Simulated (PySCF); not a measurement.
F$_{4}$Hf, SMILES `F[Hf](F)(F)F`.

Method: PBE/def2-TZVP; geometry: GFN2-xTB; program: PySCF. Core potentials replace the inner electrons of Hf; spin–orbit coupling isn't included. This is a single-reference result, which may miss multireference character in this system. No frequency check shows the geometry to be a minimum. GFN2-xTB bond lengths at metals and heavier atoms can be off by up to 0.1 Å and shapes distorted, which carries into these values.

Coordinates in Å:

```
F1      -1.2411   -0.8197   -1.0513
Hf2      0.0001    0.0001   -0.0004
F3       1.2409    0.8223   -1.0488
F4       0.8222   -1.2407    1.0499
F5      -0.8226    1.2372    1.0534
```

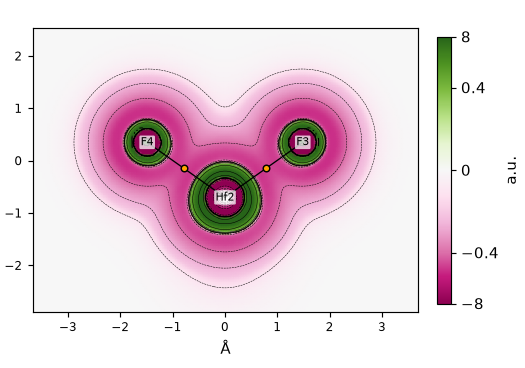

Negative Laplacian of the density (−∇²ρ) in the plane of Hf2, F3 and F4 (green positive, pink negative, colour scale in a.u., logarithmic beyond ±0.04), with bond paths and bond critical points (dots).

Q: At which bond critical points in this plane is charge locally concentrated, and at which depleted?

A: At none is it concentrated. Depleted (∇²ρ > 0): Hf2–F3 and Hf2–F4 (+0.84 a.u., H = −0.053). A positive Laplacian with negative H is typical of metal–ligand bonds.

Cost of the run: 11 s on 1 thread of AMD EPYC 7R43 64-Core Processor (Zen 3), with other jobs on the host, peak memory 0.54 GiB.
